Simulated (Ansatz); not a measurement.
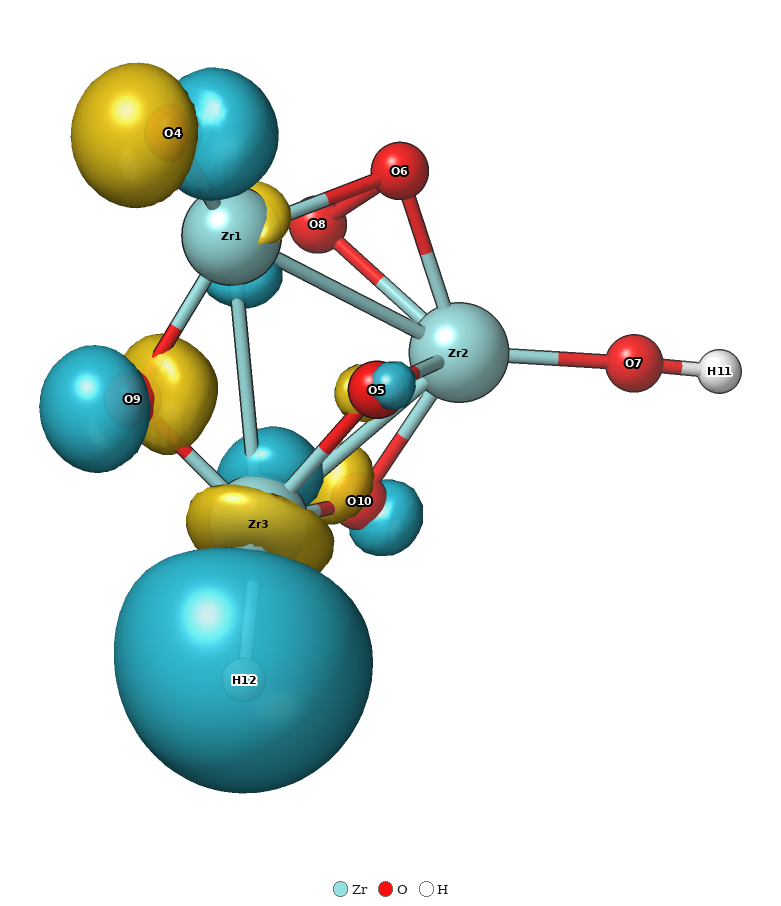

Figure 1: H₂O₇Zr₃. The HOMO at ±0.1 Å⁻³ᐟ² (yellow and cyan are the two phases), seen at a tilt.

Geometry: PBE0-D4/def2-SVP; core potentials replace the inner electrons of Zr.

Method: RKS PBE0-D4/def2-TZVP in Ansatz.

```xyz
12

Zr   -1.3950    1.5564    0.1096
Zr    0.6884   -0.5771   -0.9746
Zr   -0.2854   -0.7445    1.9102
O    -1.9323    3.2126    0.2862
O     0.5916    0.6187    0.7061
O    -0.3287    1.1064   -1.7568
O     2.2703   -1.0595   -1.9605
O    -1.2522   -0.0267   -1.5425
O    -1.8703    0.2665    1.6536
O     0.0985   -1.8972    0.3630
H     3.0312   -1.3630   -2.4554
H     0.3837   -1.0926    3.6610
```

**What is the character of this orbital?**

It lies mainly on H12 (about 40 %), Zr3 (about 30 %), O4 (about 15 %) and O9 (about 10 %). Its energy is −7.85 eV.
